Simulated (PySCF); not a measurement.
**C$_{7}$H$_{18}$N$_{2}$ (SMILES CCN(C)NC(C)(C)C): density, localisation and related maps**

```xyz
27

C     2.7899   -1.2628   -0.2426
C     1.7751   -0.4964   -1.0950
N     0.8946    0.4146   -0.3758
C     1.5944    1.4928    0.2908
N     0.0238   -0.3171    0.4711
C    -1.3980   -0.0269    0.2999
C    -1.7733   -0.3835   -1.1396
C    -1.7745    1.4366    0.5790
C    -2.1411   -0.9392    1.2792
H     3.3174   -1.9830   -0.8627
H     3.5222   -0.5920    0.2011
H     2.2751   -1.7996    0.5505
H     2.2958    0.0918   -1.8556
H     1.1230   -1.2116   -1.5999
H     2.1855    1.1569    1.1577
H     2.2645    1.9696   -0.4229
H     0.8761    2.2351    0.6367
H     0.2941   -0.2389    1.4509
H    -1.1890    0.2191   -1.8291
H    -2.8299   -0.1995   -1.3139
H    -1.5617   -1.4323   -1.3284
H    -1.4501    1.7345    1.5753
H    -1.3119    2.0891   -0.1567
H    -2.8530    1.5624    0.5201
H    -1.8351   -1.9713    1.1304
H    -1.9196   -0.6577    2.3071
H    -3.2141   -0.8645    1.1256
```

Geometry: GFN2-xTB.

These are results of PBE0/pcSseg-1, SCF density, gas phase, non-relativistic in PySCF 2.14.0, not measurements.

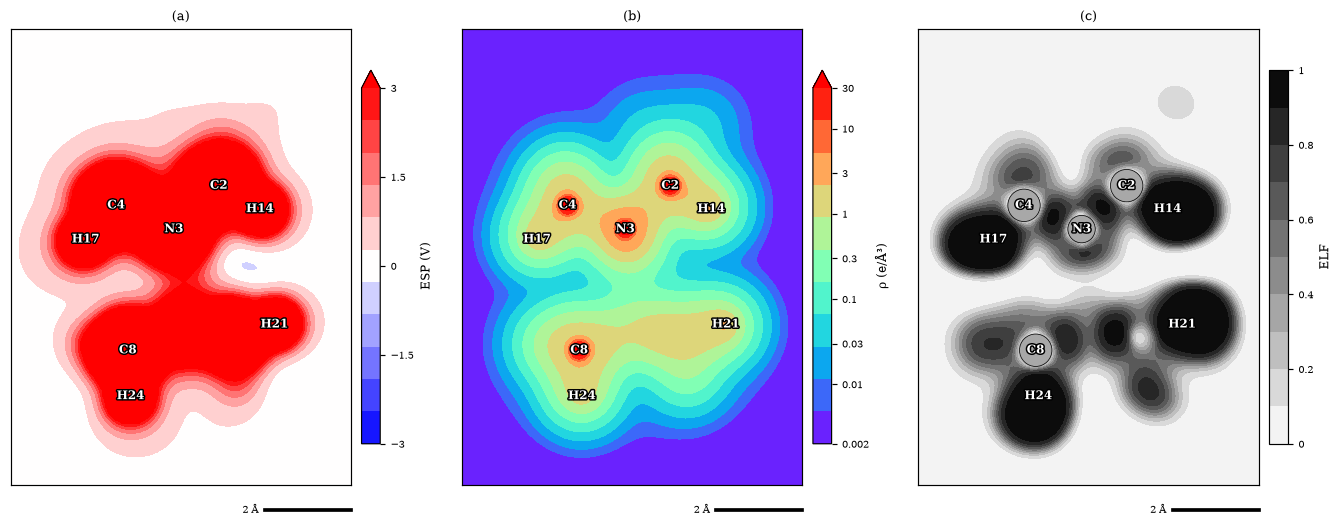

Figure 1. (a) molecular electrostatic potential; (b) electron density; (c) ELF on the plane of atoms C2, N3 and C4. Grey discs cover the atomic cores in the ELF map.

Interpret the plot.

Answer.
- The section cuts through C, N and H sites.
- C–N (1.45 Å): ρ at the midpoint is about 2 e/Å³; the ELF peaks at about 0.95 between the atoms: a shared electron pair.
- C–H (1.09 Å): the density is about 2 e/Å³ at the midpoint; the ELF climbs to about 1 towards the hydrogen, as it does in any bond to H; a covalent bond by its length.
- Outside the dense part of the molecule the potential is most negative (−0.3 V) near H14.

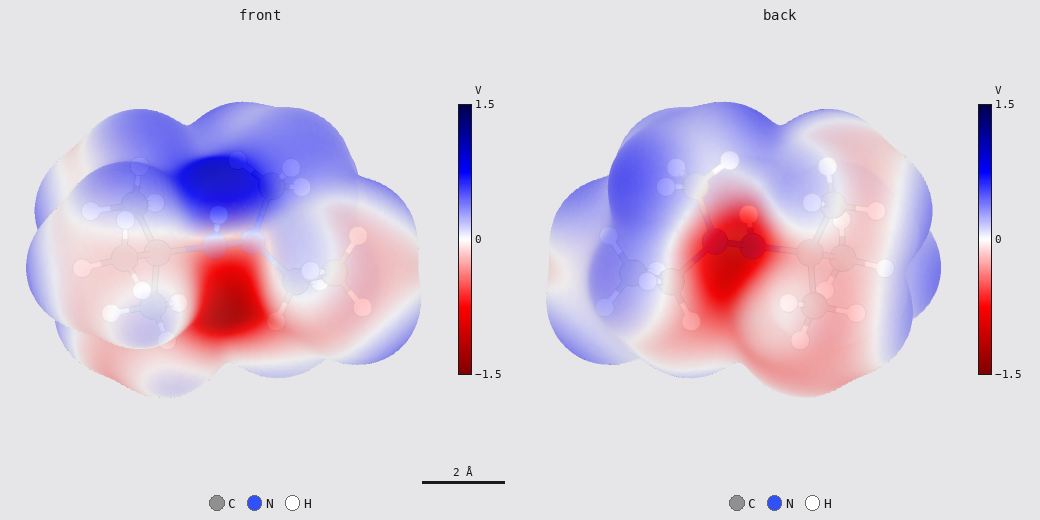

Figure 2. The electrostatic potential painted on the density surface at 0.001 e/bohr³, seen from the front and from behind; red is negative and blue positive.

Where is the surface potential most negative and most positive?

Answer. The most negative region (about −1.1 V) lies over N5, the most positive (about +0.9 V) over H18. N5 is the likeliest acceptor of a hydrogen bond.

What dipole moment does the calculation give?

Answer. Its dipole moment is 1.01 D.
